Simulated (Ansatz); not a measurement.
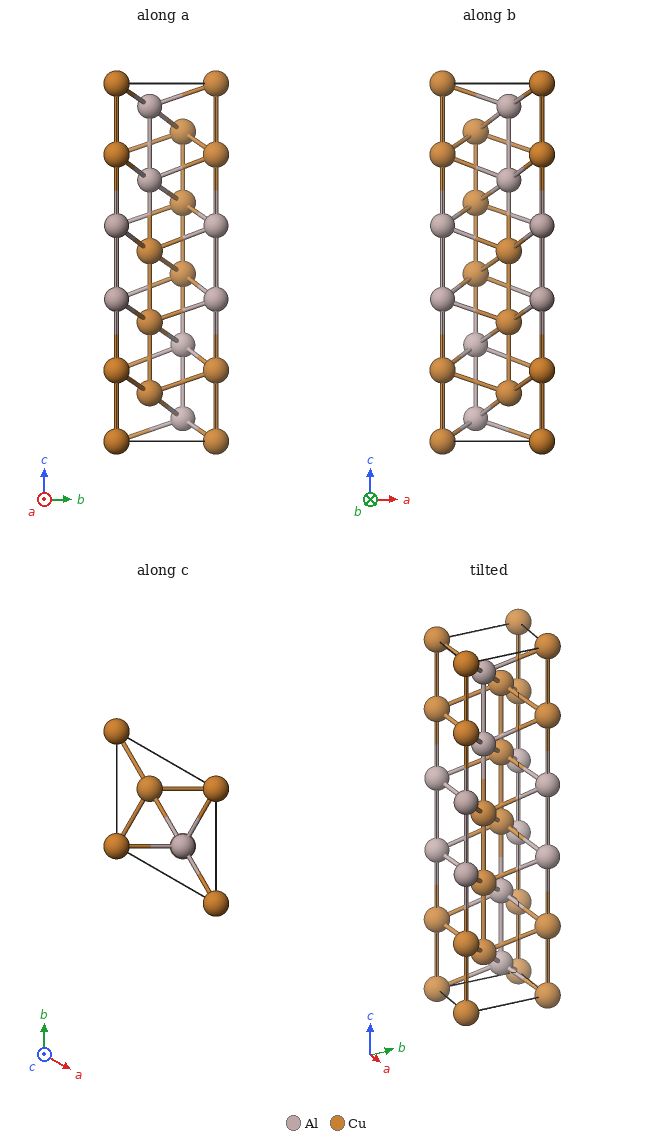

Ball-and-stick representation of a periodic structure, projected along the a axis, along the b axis, along the c axis and slightly off an axis. One conventional unit cell is outlined, and atoms on its boundary appear in each equivalent place.

Lattice parameters: a = 4.168 Å, b = 4.168 Å, c = 12.996 Å, α = 90.00°, β = 90.00°, γ = 120.00°.

**Turn the picture into a table of Wyckoff sites, with free fractional coordinates to two decimals.**

Space group R-3m:H (No. 166).
| atom | site | x | y | z |
| --- | --- | --- | --- | --- |
| Al | 6c | 0.3333 | 0.6667 | 0.06 |
| Cu | 6c | 0.6667 | 0.3333 | 0.13 |
| Cu | 3a | 0.00 | 0.00 | 0.00 |

Source of the structure: a structure type filled with these elements by a generator (whether the compound takes this form wasn't checked). Earlier steps of the study, as a rule a relaxation of our own, may have changed the cell and positions, so they can lie some per cent off the listed ones. It was the input of a calculation with Ansatz.
